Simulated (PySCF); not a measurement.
Ga(H)(Et)(OMe), C3H9GaO, SMILES C[CH2][GaH][O]C at its CAM-B3LYP/def2-SVP optimised geometry (Å):

```
14

Ga     0.1817     0.1148     0.0000
H      1.7501     0.1148     0.0000
C     -1.0886    -1.3787     0.0012
C     -0.4748    -2.7790     0.0135
H     -1.7388    -1.2416    -0.8791
H     -1.7501    -1.2309     0.8713
H      0.1527    -2.9455     0.9031
H      0.1652    -2.9557    -0.8652
H     -1.2477    -3.5642     0.0126
O     -0.5752     1.7294     0.0000
C      0.0668     2.9687    -0.0033
H     -0.2318     3.5642     0.8782
H      1.1716     2.8903     0.0089
H     -0.2131     3.5509    -0.8998
```

Level of theory: CAM-B3LYP/def2-TZVP run with PySCF. Cells within 0.4 Å of a nucleus heavier than hydrogen are left out (blank, or x).

Map of the electron localisation function on the plane z = 0.0 Å:

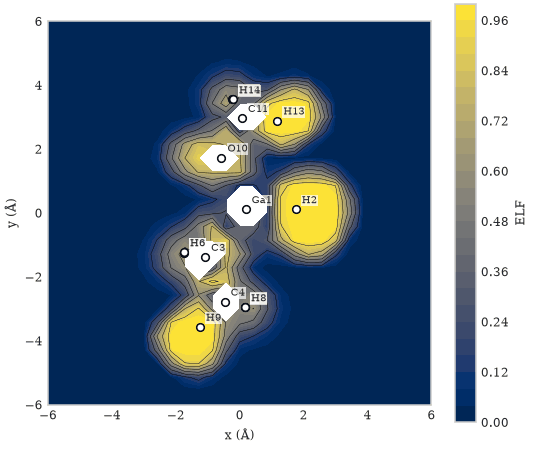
Electron localisation function on the plane z = 0.0 Å.
